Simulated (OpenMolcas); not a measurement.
**SiNH3ClO (SMILES [NH][SiH](O)Cl): levels of theory compared**

We compute a comparison of 6 runs (UB3LYP/6-31G*, U-r2SCAN/def2-SVP, UBHLYP/def2-SVP, UBLYP/def2-SVP, UM06-L/def2-SVP, USVWN5/def2-SVP) of SiNH3ClO. 

Program for the calculation: OpenMolcas 26.06.

### 1 Starting point

SiNH3ClO: 7 atoms, total charge 0, spin state doublet. SMILES: `[NH][SiH](O)Cl`. The shape is that of a PBE0-D4/def2-TZVP optimisation. This is one conformer, not always the lowest.

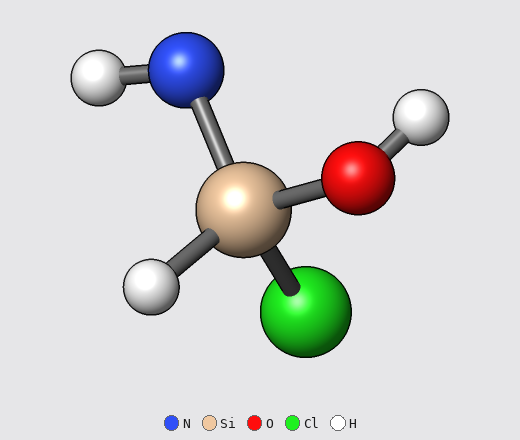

Viewed from a chosen angle; nitrogen blue, silicon light orange, oxygen red, chlorine green, hydrogen white.

### 2 Energy and gradient at UB3LYP/6-31G(d) (Cartesian functions) (run 1)

The input, calc.input:

```
* ClH3NOSi Kohn-Sham DFT
&GATEWAY
BASLIB=$CurrDir
BASISSET
N.6-31Gs....
N1 -0.309900 1.111500 -0.879100 angstrom
End of Basis
BASISSET
Si.6-31Gs....
Si2 -0.073900 -0.114300 0.330400 angstrom
End of Basis
BASISSET
O.6-31Gs....
O3 1.465600 -0.630300 0.304800 angstrom
End of Basis
BASISSET
Cl.6-31Gs....
Cl4 -1.390000 -1.593900 -0.221000 angstrom
End of Basis
BASISSET
H.6-31Gs....
H5 -1.151500 1.677300 -0.756300 angstrom
H6 -0.348600 0.280200 1.724700 angstrom
H7 1.869600 -0.798400 -0.549200 angstrom
End of Basis
&SEWARD
GRIDINPUT
Grid=UltraFine
End of Grid
&SCF
UHF
SPIN=2
KSDFT=B3LYP
THRESHOLDS=1e-10 1e-07 1e-07 1e-05
PRORBITALS=1 2
&ALASKA
```

The basis set 6-31G* is read from a file made from the Basis Set Exchange's data (not shown).

Started as:

```console
$ export MOLCAS_MEM=1860
$ pymolcas calc.input > calc.log
```

The log of the run:

```text
--- Start Module: gateway ---
[...]
--- Stop Module: gateway /rc=_RC_ALL_IS_WELL_ ---
[...]
      Basis functions           74
[...]
--- Start Module: scf ---
[...]
       Convergence after  20 Iterations
[...]
::    Total KS-DFT energy                            -881.5075067951
[...]
      Total spin, S                                     0.5014806178
[...]
      Total electronic charge=   49.000000
      Total            charge=   -0.000000
[...]
      Dipole Moment (debye):
      Origin of the operator (angstrom)=   -0.3251   -0.5448   -0.0573
                   X=  6.6196E-03               Y=  1.1873E+00               Z= -1.1748E-01           Total=  1.1932E+00
      Quadrupole Moment (debye*angstrom):
[...]
--- Stop Module: scf /rc=_RC_ALL_IS_WELL_ ---
[...]
--- Start Module: alaska ---
[...]
 *              Molecular gradients               *
 **************************************************
  Irreducible representation: a
 ------------------------------------------------------------------------------------------
                              X                       Y                       Z
 ------------------------------------------------------------------------------------------
  N1               -2.18844899594051E-03   -2.53053983333018E-03    5.20129192969065E-03
  SI2               3.71774494959193E-03   -6.40493596922731E-03   -6.32958524024474E-03
  O3               -8.43755742294405E-03    2.58931810758245E-03   -8.06801806385682E-03
  CL4               6.86444436650646E-03    7.48932795686486E-03    2.18698351895963E-03
  H5                3.49714121060796E-03   -2.99148379785352E-03    9.95042249592182E-06
  H6                1.45227820778748E-04    5.60591232517726E-04   -7.11964924841268E-04
  H7               -3.59855192870606E-03    1.28772230343999E-03    7.71134235782611E-03
 ------------------------------------------------------------------------------------------
--- Stop Module: alaska /rc=_RC_ALL_IS_WELL_ ---
[...]
```

It took 54 s on 1 thread of AMD EPYC 7R43 (Zen 3), shared host; peak memory 0.43 GiB.

### 3 The energy at U-r2SCAN/def2-SVP (run 2)

The input, mol.input:

```
&GATEWAY
BASLIB=$CurrDir
BASISSET
N.def2-SVP....
N1 -0.309900 1.111500 -0.879100 angstrom
End of Basis
BASISSET
Si.def2-SVP....
Si2 -0.073900 -0.114300 0.330400 angstrom
End of Basis
BASISSET
O.def2-SVP....
O3 1.465600 -0.630300 0.304800 angstrom
End of Basis
BASISSET
Cl.def2-SVP....
Cl4 -1.390000 -1.593900 -0.221000 angstrom
End of Basis
BASISSET
H.def2-SVP....
H5 -1.151500 1.677300 -0.756300 angstrom
H6 -0.348600 0.280200 1.724700 angstrom
H7 1.869600 -0.798400 -0.549200 angstrom
End of Basis
&SEWARD
GRIDINPUT
Grid=UltraFine
End of Grid
&SCF
UHF
SPIN=2
KSDFT=2
1.0 MGGA_X_R2SCAN
1.0 MGGA_C_R2SCAN
THRESHOLDS=1e-10 1e-07 1e-07 1e-05
PRORBITALS=1 1
```

The basis set def2-SVP is read from a file made from the Basis Set Exchange's data (not shown).

Started as:

```console
$ export MOLCAS_MEM=1860
$ pymolcas mol.input > mol.log
```

The log of the run:

```text
--- Start Module: gateway ---
[...]
--- Stop Module: gateway /rc=_RC_ALL_IS_WELL_ ---
--- Start Module: seward ---
[...]
      Basis functions           79
--- Stop Module: seward /rc=_RC_ALL_IS_WELL_ ---
[...]
--- Start Module: scf ---
[...]
       Convergence after  20 Iterations
[...]
::    Total KS-DFT energy                            -881.0604986926
[...]
      Total spin, S                                     0.5021673840
[...]
      Total electronic charge=   49.000000
      Total            charge=   -0.000000
[...]
      Dipole Moment (debye):
      Origin of the operator (angstrom)=   -0.3251   -0.5448   -0.0573
                   X= -3.6301E-02               Y=  9.6098E-01               Z= -2.3815E-01           Total=  9.9071E-01
      Quadrupole Moment (debye*angstrom):
[...]
--- Stop Module: scf /rc=_RC_ALL_IS_WELL_ ---
[...]
```

Wall time 72 s (1 thread of AMD EPYC 7R43 (Zen 3), shared host); peak memory 0.44 GiB.

Runs 3 to 5 aren't shown in full; the table further down has their settings and results.

### 4 Energy and gradient at USVWN5/def2-SVP (run 6)

The input, geom.xyz:

```xyz
7

N     -0.309900     1.111500    -0.879100
Si    -0.073900    -0.114300     0.330400
O      1.465600    -0.630300     0.304800
Cl    -1.390000    -1.593900    -0.221000
H     -1.151500     1.677300    -0.756300
H     -0.348600     0.280200     1.724700
H      1.869600    -0.798400    -0.549200
```

The input, run.input:

```
* ClH3NOSi Kohn-Sham DFT
>>> EXPORT MOLCAS_PRINT=2

&gateway
  baslib=$CurrDir
  coord=geom.xyz
  basis=def2-SVP
  group=NoSym

&seward
  gridinput
  Grid=UltraFine
  End of Grid

&scf
  uhf
  spin=2
  ksdft=SVWN5
  thresholds=1e-10 1e-07 1e-07 1e-05
  prorbitals=1 1

&alaska
```

The basis set def2-SVP is read from a file made from the Basis Set Exchange's data (not shown).

Started as:

```console
$ export MOLCAS_MEM=1860
$ pymolcas run.input > run.log
```

The log of the run:

```text
--- Start Module: gateway ---
[...]
--- Stop Module: gateway /rc=_RC_ALL_IS_WELL_ ---
[...]
      Basis functions           79
[...]
--- Start Module: scf ---
[...]
       Convergence after  19 Iterations
[...]
::    Total KS-DFT energy                            -877.5351001875
[...]
      Total spin, S                                     0.5011810856
[...]
      Total electronic charge=   49.000000
      Total            charge=   -0.000000
[...]
      Dipole Moment (debye):
      Origin of the operator (angstrom)=   -0.3251   -0.5448   -0.0573
                   X= -1.2520E-01               Y=  6.6990E-01               Z= -2.5181E-01           Total=  7.2653E-01
      Quadrupole Moment (debye*angstrom):
[...]
--- Stop Module: scf /rc=_RC_ALL_IS_WELL_ ---
[...]
--- Start Module: alaska ---
[...]
 *              Molecular gradients               *
 **************************************************
  Irreducible representation: a
 ------------------------------------------------------------------------------------------
                              X                       Y                       Z
 ------------------------------------------------------------------------------------------
  N1               -1.10360501308366E-02    1.26654363208729E-02    1.05459562327859E-03
  SI2               6.01512615983557E-03   -1.06979291626033E-02    5.52967612274280E-03
  O3               -4.09699581919298E-03    1.49283406738920E-03   -1.36791330672228E-02
  CL4               3.12504922813162E-03    2.95471048374907E-03    2.55563838880679E-03
  H5                1.14779398712122E-02   -8.27584445439289E-03   -1.72293005716906E-03
  H6                9.75839504364195E-04   -6.20374058272422E-04   -7.63882706311758E-03
  H7               -6.46090881359518E-03    2.48116680321853E-03    1.39009800527488E-02
 ------------------------------------------------------------------------------------------
--- Stop Module: alaska /rc=_RC_ALL_IS_WELL_ ---
[...]
```

Wall time 36 s (1 thread of AMD EPYC 7R43 (Zen 3), shared host); peak memory 0.44 GiB.

### 5 The series

| run | level | Cartesian functions | task | energy (Eh) | dipole moment (D) | HOMO energy (eV) | LUMO energy (eV) | wall time |
| --- | --- | --- | --- | --- | --- | --- | --- | --- |
| 1 | UB3LYP/6-31G* (Cartesian functions) | yes | gradient | -881.507507 | 1.19 | -7.88 | -4.00 | 54 s |
| 2 | U-r2SCAN/def2-SVP | no | energy | -881.060499 | 0.99 | -6.91 | -4.38 | 72 s |
| 3 | UBHLYP/def2-SVP | no | gradient | -881.114531 | 1.12 | -9.51 | -2.02 | 61 s |
| 4 | UBLYP/def2-SVP | no | gradient | -881.131576 | 0.75 | -6.28 | -4.82 | 50 s |
| 5 | UM06-L/def2-SVP | no | energy | -881.167252 | 1.05 | -6.85 | -4.37 | 67 s |
| 6 | USVWN5/def2-SVP | no | gradient | -877.535100 | 0.73 | -6.46 | -5.49 | 36 s |

### 6 Outcome

```
                                 quantity          value
                      run 6: total energy  -877.53510 Eh
                     run 6: dipole moment         0.73 D
run 6: HOMO energy (highest over α and β)       -6.46 eV
 run 6: LUMO energy (lowest over α and β)       -5.49 eV
                              run 6: ⟨S²⟩          0.752
          run 6: largest force on an atom     0.866 eV/Å
```

What this shows: The dipole moment (its size) runs from 0.73 D (USVWN5/def2-SVP) to 1.19 D (UB3LYP/6-31G*). The two ends differ in method and basis. Totals of different functionals can't be ranked against each other. All runs together took 5.7 min, the longest 72 s.
